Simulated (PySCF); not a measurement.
C4H6GeN2 (SMILES [CH3][Ge]([CH3])([C]#N)[C]#N)

```tsv
atom	x (Å)	y (Å)	z (Å)
Ge	0.2029	-0.0040	0.1453
C	0.3048	-0.0146	2.0720
N	0.3182	-0.0242	3.2310
C	2.0426	-0.0152	-0.4346
N	3.1310	-0.0262	-0.8334
C	-0.6160	1.6504	-0.4299
H	-0.6260	1.6955	-1.5281
H	-0.0489	2.5066	-0.0403
H	-1.6485	1.7036	-0.0569
C	-0.6364	-1.6436	-0.4410
H	-1.6587	-1.7041	-0.0420
H	-0.0592	-2.5062	-0.0810
H	-0.6753	-1.6701	-1.5390
```

Geometry: PBE0-D3(BJ)/def2-SVP.

These are results of PBE0/def2-SVPD, SCF density, gas phase (PySCF), not measurements.

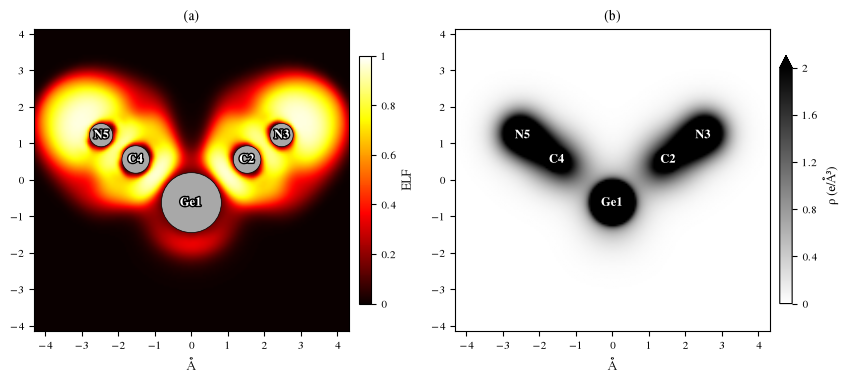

Figure 1. (a) electron localisation function; (b) electron density on the plane of atoms C2, Ge1 and C4. Grey discs cover the atomic cores in the ELF map.

### Interpret the plot.

The section cuts through Ge, C and N sites. C–N (1.16 Å): ρ is about 3.5 e/Å³ halfway; the ELF peaks at about 0.85 between the atoms (a multiple bond). C–Ge (1.93 Å): ρ is about 0.86 e/Å³ halfway; the ELF peaks at about 0.95 in the valence shell of C, 0.7 Å from its nucleus, and is about 0.65 at the midpoint. The ELF also peaks beside N5 and N3, away from the bonds: lone-pair regions.

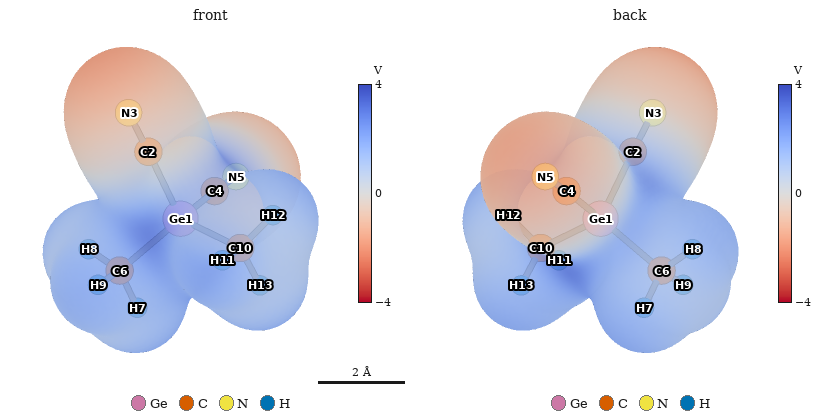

Figure 2. The electrostatic potential painted on the density surface at 0.004 e/bohr³, seen from the front and from behind; the colour scale runs from red (negative) to blue (positive).

### Where is the surface potential most negative and most positive?

The most negative region (about −1.8 V) lies over N3 and N5, the most positive (about +2.9 V) over Ge1.
